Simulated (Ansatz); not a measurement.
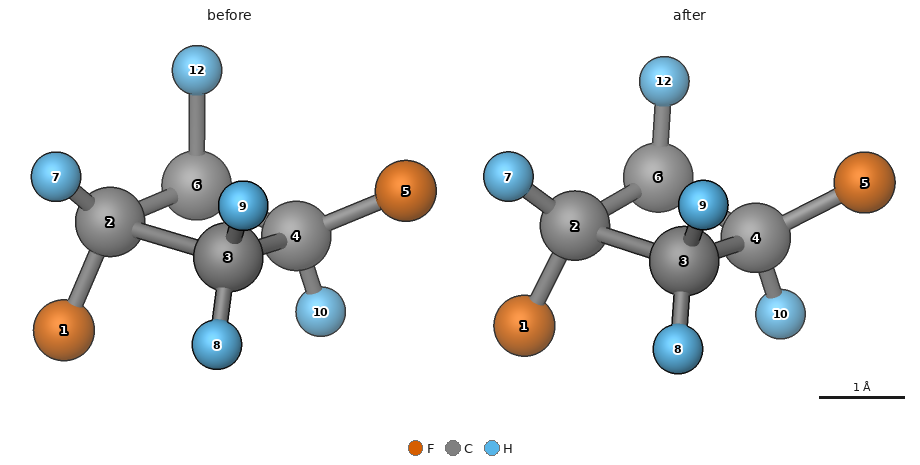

The structure of C4H6F2 before (left) and after (right) a relaxation, at one scale.

Style: ball-and-stick. Shown from a free direction.

Theory: RKS PBE0-d4/cc-pVTZ (Ansatz 0.2.0).

Input file:
```yaml
crystal:
  periodic: [false, false, false]
  atoms:
    - {symbol: F, position_ang: [1.945942, -0.886924, -0.405289]}
    - {symbol: C, position_ang: [0.585458, -1.032482, 0.062623]}
    - {symbol: C, position_ang: [0.269948, 0.467915, 0.988119]}
    - {symbol: C, position_ang: [-0.414752, 0.897732, -0.479788]}
    - {symbol: F, position_ang: [-1.515536, 1.774387, -0.076709]}
    - {symbol: C, position_ang: [-0.344848, -0.460565, -0.877298]}
    - {symbol: H, position_ang: [0.478598, -1.798032, 0.722759]}
    - {symbol: H, position_ang: [1.236190, 0.902751, 1.206266]}
    - {symbol: H, position_ang: [-0.307603, 0.385601, 1.860609]}
    - {symbol: H, position_ang: [0.188675, 1.562612, -0.957994]}
    - {symbol: H, position_ang: [-0.363878, -0.629062, -1.868315]}
    - {symbol: H, position_ang: [-1.493008, -1.100352, -0.273740]}
basis:
  gaussian: {orbitals: cc-pVTZ, nuclear_model: gaussian}
hamiltonian: {xc: {name: PBE0}, dispersion: d4}
relax: {f_tol: 0.0001, max_steps: 2}
```

Launched with:
```bash
ansatz run in.yaml --threads 4 --pin off --events-out ev --progress --plain --max-ram 10444MiB
```

> Summarise the run.

The relaxation stopped without meeting its thresholds, so the last structure isn't shown to be converged. The input was poor on purpose: steps. The energy falls by 67.3 kcal/mol in 1 geometry step. The largest force component goes from 7.7 to 3.9 eV/Å. H12 moves most after the best rigid fit: 0.19 Å. By element the largest moves are H 0.19 Å, F 0.16 Å, C 0.13 Å. Some distances before and after: C6–H12 1.446 → 1.181 Å, C2–C3 1.791 → 1.657 Å, C3–C4 1.676 → 1.590 Å, C2–H7 1.016 → 1.078 Å. Among the angles between lasting bonds that change: C3–C4–F5 102.7° → 116.2°, F5–C4–C6 133.5° → 121.6°, C3–C2–H7 106.1° → 117.2°. Cost: 7 s on 4 threads of Arm Neoverse V2, on a shared host.
